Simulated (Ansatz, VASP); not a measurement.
**CdP in two plane-wave programs**

Wanted: the spread between two codes on one cell, functional and k mesh. The cell is invented: As first built, before any earlier steps moved the atoms: it takes the SnP structure with some of its atoms replaced by other elements, volume scaled by an estimate. It may not be a known or stable phase. The cell comes out of the VASP series on this material, whose earlier steps may have relaxed, scaled or displaced it; both programs get it as it stands.

Method: plane waves, with VASP 6.6.1 beside it; band structure at r2SCAN, in Ansatz 0.2.0.

## Step 1: The starting structure

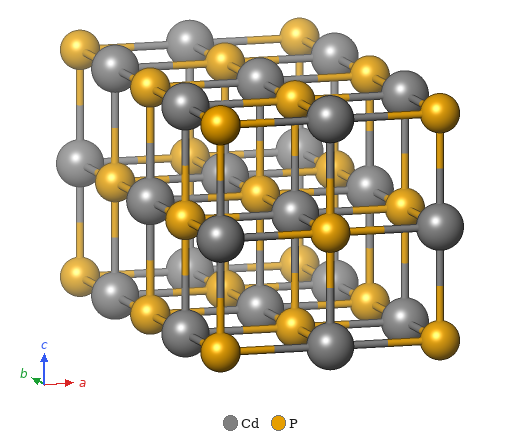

The cell as given, slightly off an axis (cadmium grey, phosphorus orange). 1×2×1 cells are drawn. This picture shows the conventional cell, with its axes. Some periodic images of atoms are drawn too.

As a file:

```xyz
2
Lattice="0.0000 2.8450 2.8450 2.8450 0.0000 2.8450 2.8450 2.8450 0.0000" Properties=species:S:1:pos:R:3 pbc="T T T"
Cd    2.8450    2.8450    2.8450
P     0.0000    0.0000    0.0000
```

## Step 2: VASP: band structure, r2SCAN

Levels along a path test the potential and the projectors away from the mesh points.

Lines of VASP's logs that name or quote its potential files are left out, and so is its time.

INCAR reads:

```
SYSTEM = CdP
PREC = Accurate
ENCUT = 400
EDIFF = 1E-06
NELM = 100
ISMEAR = 0
SIGMA = 0.05
LREAL = .FALSE.
ALGO = Normal
METAGGA = R2SCAN
LASPH = .TRUE.
LORBIT = 11
LWAVE = .FALSE.
LCHARG = .FALSE.
```

POSCAR reads:

```
CdP
1.0
    0.0000000000      2.8450135600      2.8450135600
    2.8450135600      0.0000000000      2.8450135600
    2.8450135600      2.8450135600      0.0000000000
Cd P
1 1
Direct
    0.5000000000      0.5000000000      0.5000000000
    0.0000000000      0.0000000000      0.0000000000
```

KPOINTS reads:

```
Automatic mesh
0
Gamma
7 7 7
0 0 0
```

KPOINTS_OPT reads:

```
Line mode
16
Line-mode
Reciprocal
  0.00000000   0.00000000   0.00000000 GAMMA
  0.50000000   0.00000000   0.50000000 X

  0.50000000   0.00000000   0.50000000 X
  0.50000000   0.25000000   0.75000000 W

  0.50000000   0.25000000   0.75000000 W
  0.37500000   0.37500000   0.75000000 K

  0.37500000   0.37500000   0.75000000 K
  0.00000000   0.00000000   0.00000000 GAMMA

  0.00000000   0.00000000   0.00000000 GAMMA
  0.50000000   0.50000000   0.50000000 L

  0.50000000   0.50000000   0.50000000 L
  0.62500000   0.25000000   0.62500000 U

  0.62500000   0.25000000   0.62500000 U
  0.50000000   0.25000000   0.75000000 W

  0.50000000   0.25000000   0.75000000 W
  0.50000000   0.50000000   0.50000000 L

  0.50000000   0.50000000   0.50000000 L
  0.37500000   0.37500000   0.75000000 K

  0.62500000   0.25000000   0.62500000 U
  0.50000000   0.00000000   0.50000000 X
```

PAW data sets: Cd and P (PBE family, release 64).

Run with:

```sh
$ mpirun -np 1 vasp_std
```

Numbers of over 12 decimals in the logs are rounded to 6 here.

Output:

```text
[banner, memory and clock lines left out]
running    1 mpi-ranks, on    1 nodes
 distrk:  each k-point on    1 cores,    1 groups
 distr:  one band on    1 cores,    1 groups

 POSCAR found type information on POSCAR CdP
 POSCAR found :  2 types and       2 ions
|                                                                             |
|               ----> ADVICE to this user running VASP <----                  |
|                                                                             |
|     You enforced a specific xc type in the INCAR file but a different       |
|     [... a line on the potential file left out ...]
|     I HOPE YOU KNOW WHAT YOU ARE DOING!                                     |
|                                                                             |

 LDA part: xc-table for (None), standard interpolation
 POSCAR, INCAR and KPOINTS ok, starting setup
 FFT: planning ... GRIDC
 FFT: planning ... GRID_SOFT
 FFT: planning ... GRID
 WAVECAR not read
 entering main loop
       N       E                     dE             d eps       ncg     rms          rms(c)
DAV:   1     0.498893317426E+02    0.49889E+02   -0.69387E+03   480   0.101E+03
DAV:   2    -0.302813600531E+02   -0.80171E+02   -0.76146E+02   540   0.267E+02
DAV:   3    -0.331582134219E+02   -0.28769E+01   -0.28618E+01   584   0.513E+01
DAV:   4    -0.331736902453E+02   -0.15477E-01   -0.15472E-01   540   0.368E+00
DAV:   5    -0.331738358397E+02   -0.14559E-03   -0.14559E-03   592   0.335E-01    0.448E+00
DAV:   6    -0.284831900463E+02    0.46906E+01   -0.36638E+00   484   0.302E+01    0.649E+00
DAV:   7    -0.284578571452E+02    0.25333E-01   -0.15001E-01   556   0.523E+00    0.399E+00
DAV:   8    -0.284739165992E+02   -0.16059E-01   -0.72515E-02   512   0.398E+00    0.629E-01
DAV:   9    -0.284773895821E+02   -0.34730E-02   -0.71959E-03   552   0.913E-01    0.327E-01
DAV:  10    -0.284772217820E+02    0.16780E-03   -0.14721E-03   520   0.512E-01    0.616E-02
DAV:  11    -0.284772573230E+02   -0.35541E-04   -0.22744E-04   516   0.135E-01    0.513E-02
DAV:  12    -0.284772494554E+02    0.78676E-05   -0.40954E-05   572   0.964E-02    0.170E-02
DAV:  13    -0.284772504589E+02   -0.10035E-05   -0.97049E-06   548   0.397E-02    0.382E-03
DAV:  14    -0.284772497286E+02    0.73023E-06   -0.11123E-06   292   0.183E-02
   1 F= -.28477250E+02 E0= -.28475013E+02  d E =-.447294E-02
 Start KPOINTS_OPT (optional k-point list driver)
k-point batch [1-20\160]
       N       E                     dE             ncg
DAV:   1     0.257604041314E+03   -0.60670E+04      488
DAV:   2    -0.131939694694E+04   -0.15770E+04      528
DAV:   3    -0.137102037892E+04   -0.51623E+02      556
DAV:   4    -0.137128174533E+04   -0.26137E+00      584
DAV:   5    -0.137128387559E+04   -0.21303E-02      608
DAV:   6    -0.137128389841E+04   -0.22815E-04      604
DAV:   7    -0.137128389872E+04   -0.31389E-06      440
[...]
k-point batch [141-160\160]
       N       E                     dE             ncg
DAV:   1     0.136552446012E+03   -0.10653E+05      488
DAV:   2    -0.139761702340E+04   -0.15342E+04      552
DAV:   3    -0.144537589466E+04   -0.47759E+02      540
DAV:   4    -0.144556352347E+04   -0.18763E+00      616
DAV:   5    -0.144556512604E+04   -0.16026E-02      596
DAV:   6    -0.144556514632E+04   -0.20279E-04      620
DAV:   7    -0.144556514660E+04   -0.27792E-06      452
```

From OUTCAR (step 2):

```text
ion  position               nearest neighbor table
   1  0.500  0.500  0.500-   2 2.85   2 2.85   2 2.85   2 2.85   2 2.85   2 2.85
   2  0.000  0.000  0.000-   1 2.85   1 2.85   1 2.85   1 2.85   1 2.85   1 2.85

  LATTYP: Found a face centered cubic cell.
 ALAT       =     5.6900271200

 Subroutine GETGRP returns: Found 48 space group operations
 (whereof 48 operations were pure point group operations)

The static configuration has the point symmetry O_h .

 Found     20 irreducible k-points:

   k-points           NKPTS =     20   k-points in BZ     NKDIM =     20   number of bands    NBANDS=     12

   dimension x,y,z NGX =    28 NGY =   28 NGZ =   28
   dimension x,y,z NGXF=    56 NGYF=   56 NGZF=   56

   ENCUT  =  400.0 eV  29.40 Ry    5.42 a.u.   6.56  6.56  6.56*2*pi/ulx,y,z

   NELECT =      17.0000    total number of electrons

 k-points in reciprocal lattice and weights: Automatic mesh
   0.00000000  0.00000000  0.00000000       0.003
   0.14285714  0.00000000  0.00000000       0.023
   0.28571429  0.00000000  0.00000000       0.023
   0.42857143  0.00000000  0.00000000       0.023
   0.14285714  0.14285714  0.00000000       0.017
   0.28571429  0.14285714  0.00000000       0.070
   0.42857143  0.14285714  0.00000000       0.070
  -0.42857143  0.14285714  0.00000000       0.070
  -0.28571429  0.14285714  0.00000000       0.070
[...]
-0.42857143  0.42857143  0.14285714       0.070
  -0.28571429  0.42857143  0.14285714       0.070

 average (electrostatic) potential at core
       1 -44.2608       2 -88.6373

 E-fermi :   2.4848

 k-point     1 :       0.0000    0.0000    0.0000
  band No.  band energies     occupation
    ...
      2      -5.8753      2.00000
      3      -5.8753      2.00000
      4      -5.8401      2.00000
      5      -5.8400      2.00000
      6      -5.8400      2.00000
      7       2.7266      0.00000
      8       2.7266      0.00000
      9       2.7266      0.00000
     10       4.5918      0.00000
     11      11.0939      0.00000
    ...

 k-point     2 :       0.1429    0.0000    0.0000
  band No.  band energies     occupation
    ...
      3      -5.9087      2.00000
      4      -5.8488      2.00000
      5      -5.8151      2.00000
      6      -5.8151      2.00000
      7       1.2293      2.00000
      8       2.8111      0.00000
      9       2.8111      0.00000
     10       5.8840      0.00000
     11       9.9947      0.00000
     12      10.6865      0.00000

 k-point     3 :       0.2857    0.0000    0.0000
  band No.  band energies     occupation
    ...
      3      -5.9893      2.00000
      4      -5.8797      2.00000
      5      -5.7513      2.00000
      6      -5.7513      2.00000
      7      -0.7162      2.00000
      8       3.0321      0.00000
      9       3.0321      0.00000
     10       6.7200      0.00000
     11       9.0697      0.00000
     12       9.0697      0.00000

  Total       -2.2893857     -2.2893857     -2.2893857      0.0000000      0.0000000      0.0000000
  in kB      -79.6428033    -79.6428033    -79.6428033      0.0000000      0.0000000      0.0000000
  external PRESSURE =     -79.6428033 kB  Pullay stress =       0.0000000 kB

  energy-cutoff  :      400.00
  volume of cell :       46.06
      direct lattice vectors                 reciprocal lattice vectors
     0.000000000  2.845013560  2.845013560    -0.175746087  0.175746087  0.175746087
     2.845013560  0.000000000  2.845013560     0.175746087 -0.175746087  0.175746087
     2.845013560  2.845013560  0.000000000     0.175746087  0.175746087 -0.175746087

 POSITION                                       TOTAL-FORCE (eV/Angst)
 -----------------------------------------------------------------------------------
      2.84501      2.84501      2.84501        -0.000000     -0.000000      0.000000
      0.00000      0.00000      0.00000         0.000000      0.000000     -0.000000
 -----------------------------------------------------------------------------------
    total drift:                                0.000000      0.000000      0.000000

  FREE ENERGIE OF THE ION-ELECTRON SYSTEM (eV)
  ---------------------------------------------------
  free  energy   TOTEN  =       -28.4772497286 eV

  energy  without entropy=      -28.4727767845  energy(sigma->0) =      -28.47501326

 total charge
# of ion       s       p       d       tot
------------------------------------------
    1        0.424   0.254   9.529  10.207
    2        1.080   1.322   0.000   2.402
--------------------------------------------------
tot          1.504   1.576   9.529  12.610

[... 3 further parts left out ...]
```

The run ends at a pressure of -7.96 GPa.

## Step 3: Ansatz: band structure, r2SCAN

Ansatz runs on its default PAW (the set named soft_2) files.

The same cell, functional, mesh and smearing now go to Ansatz, which takes its cutoff from its data sets.

input.yaml reads:

```yaml
crystal:
  lattice:
    - [0.0, 2.84501356, 2.84501356]
    - [2.84501356, 0.0, 2.84501356]
    - [2.84501356, 2.84501356, 0.0]
  atoms:
    - { symbol: Cd, position: [0.5, 0.5, 0.5] }
    - { symbol: P, position: [0.0, 0.0, 0.0] }
hamiltonian:
  xc: r2scan
  pseudopotentials: { kind: paw }
kpoints:
  mp_grid: { grid: [7, 7, 7] }
  band_path:
    path:
      - [0.0, 0.0, 0.0]
      - [0.16667, 0.0, 0.16667]
      - [0.33333, 0.0, 0.33333]
      - [0.5, 0.0, 0.5]
      - [0.5, 0.08333, 0.58333]
      - [0.5, 0.18333, 0.68333]
      - [0.5, 0.25, 0.75]
      - [0.45, 0.3, 0.75]
      - [0.40833, 0.34167, 0.75]
      - [0.35, 0.35, 0.7]
      - [0.225, 0.225, 0.45]
      - [0.075, 0.075, 0.15]
      - [0.03333, 0.03333, 0.03333]
      - [0.23333, 0.23333, 0.23333]
      - [0.4, 0.4, 0.4]
      - [0.51667, 0.46667, 0.51667]
      - [0.55833, 0.38333, 0.55833]
      - [0.60833, 0.28333, 0.60833]
      - [0.60833, 0.25, 0.64167]
      - [0.55833, 0.25, 0.69167]
      - [0.51667, 0.25, 0.73333]
      - [0.5, 0.3, 0.7]
      - [0.5, 0.38333, 0.61667]
      - [0.5, 0.48333, 0.51667]
      - [0.475, 0.475, 0.55]
      - [0.425, 0.425, 0.65]
      - [0.38333, 0.38333, 0.73333]
      - [0.59167, 0.18333, 0.59167]
      - [0.55, 0.1, 0.55]
      - [0.5, 0.0, 0.5]
    npoints: 1
scf:
  occupations: { method: gaussian, width: 0.05 }
  n_extra_bands: 7
output:
  forces: true
  stress: true
  eigenvalues: true
  write_density: true
  write_potential: true
  elf: true
  volumetric_format: npy
```

Run with:

```sh
$ ansatz run input.yaml --threads 2 --pin off --max-ram 4608MiB --backend cpu --events-out ev --progress --plain --runs-dir out
```

Output:

```text
scf.n_extra_bands = 7 over 13 filled bands (N_el = 25.0): the run solves 20 bands
Engine: ansatz 0.2.0, aarch64-unknown-linux-gnu
Pseudopotentials: kind: paw
Pseudopotential: Cd, paw, valence charge 20, recommended cutoff 500 eV (meta_gga), Cd.paw.azcp
Pseudopotential: P, paw, valence charge 5, recommended cutoff 500 eV (meta_gga), P.paw.azcp
Functional definition: r2SCAN
  parameter k0 = 0.174
  parameter k1 = 0.065
  parameter a1 = 4.9479
  exchange = r2scan_x(k0 = k0, k1 = k1, a1 = a1)
  correlation = r2scan_c
Crystal: 2 atoms, lattice volume = 46.056 Å³
Basis set: ecut = 500 eV, 1211 PW (Γ), exchange–correlation on 120×120×120 points (64 copies of the dense FFT grid, shifted against one another)
Bands: 20, of which v1, the nominal top of the filled ones, is band 13 counted from 1 (12 counted from 0)
Symmetry: 48 space group operations
Space group: Fm-3m (ITA 225), of the structure as read, at distance tolerance 3.6e-5 Å
k-points: 20 of 343
Non-local potential: Cd, projectors of the file, l = 0: 3, l = 1: 2, l = 2: 2, l = 3: 1
Non-local potential: P, projectors of the file, l = 0: 2, l = 1: 2, l = 2: 2
PAW form: soft (Blöchl's): semilocal exchange-correlation on the pseudo side does not see the compensation charge
PAW frozen core: Cd, regenerated for the run's functional (the file was generated under x = pbe(κ = 0.804, μ = 0.219515), c = pbe(β = 0.066725))
PAW frozen core: P, regenerated for the run's functional (the file was generated under x = pbe(κ = 0.804, μ = 0.219515), c = pbe(β = 0.066725))
PAW one-centre angular grid: Cd, 590 points (default); XC on 160 Gauss nodes
PAW one-centre angular grid: P, 302 points (default); XC on 160 Gauss nodes
Initial density: superposition of atomic densities (neutral atoms: chi_scale 0, normalization atom), corrected by the library's trained network
Initial wavefunctions: pseudopotential atomic-orbital guess
Functional: x = r2scan, c = r2scan; τ floored in thin density (d = 2e-4 eV/Å³)
SCF iter   1: F=—  HF=-9026.769571 eV  |F-HF|=—  |Δ(HF+E_count)|=         —  Δρ=5.74e-3  dr2=7.78e-3  dr2_τ=1.07e-2  ethr=1.77e-3  ⟨swp⟩=5.8  Hψ=1971  notcnv=0  defer=9
preconditioner: auto → Kerker (q_TF=auto, 2.464 Å⁻¹)  [metal: Δε(μ)=0.027 eV  Ē_g=14.965 eV  σ=0.050 eV  W_gap=0.29  n_scr=14 (ndim 8)  ℏωp=22.6 eV  f_vac=0.000  D(μ)=3.63/eV (n_scr^D=50)]
SCF iter   2: F=—  HF=-9026.776218 eV  |F-HF|=—  |Δ(HF+E_count)|=   6.65e-3  Δρ=3.36e-3  dr2=2.33e-3  dr2_τ=4.40e-4  ethr=3.11e-5  ⟨swp⟩=2.6  Hψ=826  notcnv=0  defer=48
SCF iter   3: F=—  HF=-9026.777400 eV  |F-HF|=—  |Δ(HF+E_count)|=   1.18e-3  Δρ=6.42e-4  dr2=1.77e-4  dr2_τ=1.26e-5  ethr=9.33e-6  ⟨swp⟩=1.9  Hψ=392  notcnv=0  defer=48
SCF iter   4: F=—  HF=-9026.777500 eV  |F-HF|=—  |Δ(HF+E_count)|=   9.99e-5  Δρ=1.71e-4  dr2=2.17e-5  dr2_τ=9.39e-7  ethr=7.08e-7  ⟨swp⟩=2.4  Hψ=556  notcnv=0  defer=48
SCF iter   5: F=—  HF=-9026.777501 eV  |F-HF|=—  |Δ(HF+E_count)|=   5.20e-7  Δρ=5.44e-5  dr2=6.70e-7  dr2_τ=1.40e-7  ethr=8.69e-8  ⟨swp⟩=2.2  Hψ=508  notcnv=0  defer=48
SCF iter   6: F=-9026.777501 eV  HF=-9026.777501 eV  |F-HF|=9.54e-9  |Δ(HF+E_count)|=   1.49e-7  Δρ=7.25e-6  dr2=3.62e-8  dr2_τ=1.72e-9  ethr=4.00e-10  ⟨swp⟩=13.6  Hψ=2797  notcnv=0
SCF 1 converged in 6 iterations: F = -9026.777501 eV  dr2 = 3.62e-8
  greatest PAW one-centre occupation: 1.001 electrons in one spin orbital (limit 2), on the Cd atom at site 0 (counted from 0), in its partial waves of l = 1
NSCF: frozen V_eff on 30 k-points
SCF converged after 6 iterations
Free energy (F): -9026.777501 eV
Harris-Foulkes:  -9026.777501 eV  (|F-HF|=9.54e-9)
Internal energy: -9026.772951 eV  (E = F + TS)
E sigma→0 (E₀):  -9026.775226 eV
Entropy (-TS):   -0.004550 eV (-2.275 meV/atom)
Fermi energy:    8.421772 eV
--- Per-component energies (eV) ---
  E_band       = -503.452413
  E_kinetic    = 570.391502
  E_local      = -3748.195115  (includes V_loc(G=0)·N_el)
  E_nonlocal   = 67.423561
  E_hartree    = 1731.401205
  E_xc         = -224.336437
  E_vxc        = -307.484870  (∫ρ·V_xc dr)
  E_paw        = -4681.425097  (= ΣΔE_a)
  E_vpaw       = -568.474130  (= ΣTr[D̂ρ^β])
  E_aug_tail   = 0.000006  (compensation charges beyond the density's cutoff)
  E_vtau       = 20.074102  (kinetic-family band-sum trace: ∫τ·v_τ [+ j·A + Jᵃ·Aᵃ] dr)
  E_ewald      = -2741.376963
  E_core_change = -0.655613  (= ΣΔE_core)
  E_smearing   = -0.004550  (= −TS)
  E_closure    = 0.000000  (closes the sum)
  Σ components = -9026.777501   (vs F -9026.777501, Δ=0.00e0)
--- Forces (eV/Å), atoms counted from 1 ---
  atom   1  Cd     0.00000000     0.00000000     0.00000000
  atom   2  P     -0.00000000     0.00000000    -0.00000000
  max |Σ_I F_I| component: 1.33e-28 eV/Å
--- Stress (GPa, compression-positive) ---
       -7.734050      -0.000000      -0.000000
        0.000000      -7.734050      -0.000000
       -0.000000       0.000000      -7.734050
  P = ⅓ Tr σ = -7.7340 GPa (-77.340 kbar)
--- Band table (eV; the first three rows and the last of 20) ---
  k-point 0: bands = [... 9 lower, 0.0595, 8.6495, 8.6495, 8.6495, 10.5507, 16.9918, 16.9918, 16.9918, ... 3 higher]
  k-point 1: bands = [... 9 lower, 0.0843, 7.1640, 8.7372, 8.7372, 11.8368, 15.8845, 16.5926, 16.5926, ... 3 higher]
  k-point 2: bands = [... 9 lower, 0.1474, 5.2241, 8.9656, 8.9656, 12.6595, 14.9879, 14.9879, 15.3280, ... 3 higher]
  k-point 19: bands = [... 9 lower, 1.2234, 5.1361, 5.5478, 6.8689, 11.7930, 14.9591, 16.2077, 16.7881, ... 3 higher]
```

Wall time 2.5 s (2 threads of Arm Neoverse V2, shared host); peak memory 0.41 GiB.

## Step 4: Side by side

Known differences besides the PAW data sets themselves: VASP keeps PBE cores, Ansatz makes them for the functional; the data sets hold 25 valence electrons in Ansatz (default PAW (the set named soft_2) files) and 17 in VASP; the cutoff is 500 eV in Ansatz and 400 eV in VASP. Total energies have different zeros and are not compared.

Both answers:

| quantity | Ansatz | VASP | difference |
| --- | --- | --- | --- |
| pressure (GPa) | -7.73 | -7.96 | +0.23 |

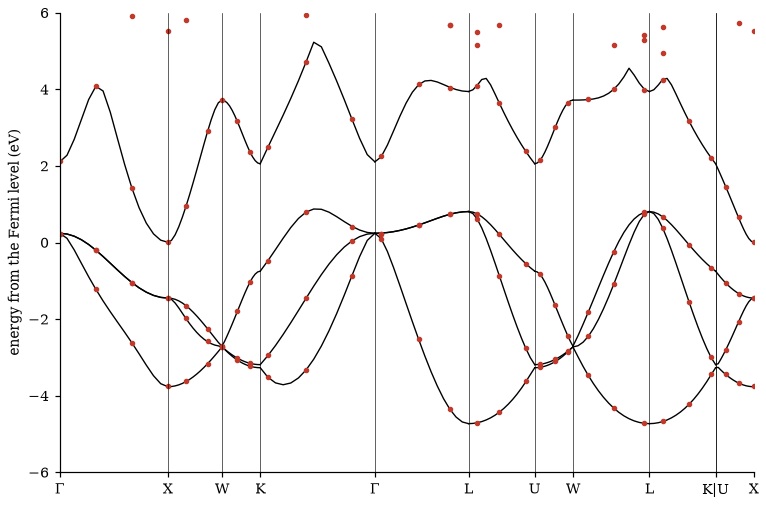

Bands from VASP (lines) and levels from Ansatz (dots). Dots without a line are higher empty bands that the VASP plot leaves out.

Levels from 3 eV below to 2 eV above the Fermi level differ by 7 meV r.m.s. and 15 meV at most; each VASP level is matched to the nearest of Ansatz, which flatters the figure a little. Ansatz's pressure holds a Pulay correction of 0.06 GPa; VASP's holds none.

## Step 5: Results

```
r.m.s. difference of levels near the Fermi level (band structure, r2SCAN) : 6.6 meV
```

**Reading.** The r.m.s. difference of levels near the Fermi level is 6.6 meV (band structure, r2SCAN), within the 80 meV picked in this series as the mark of a large difference. Differences of this kind measure data sets and numerical settings, not the functional's error against experiment.

[Lines on the potential files, build, host, timing and source positions are cut from VASP's logs without a mark.]

[Logs are printed without paths, hosts, clocks, repeated set-up lines and the standing remarks that a program may print on its own settings, such as how far it seeks lower states.]

[Hosts, paths, dates, database ids (printed as entryN), source tags and the programs' standing remarks are cut or masked in the printed files.]
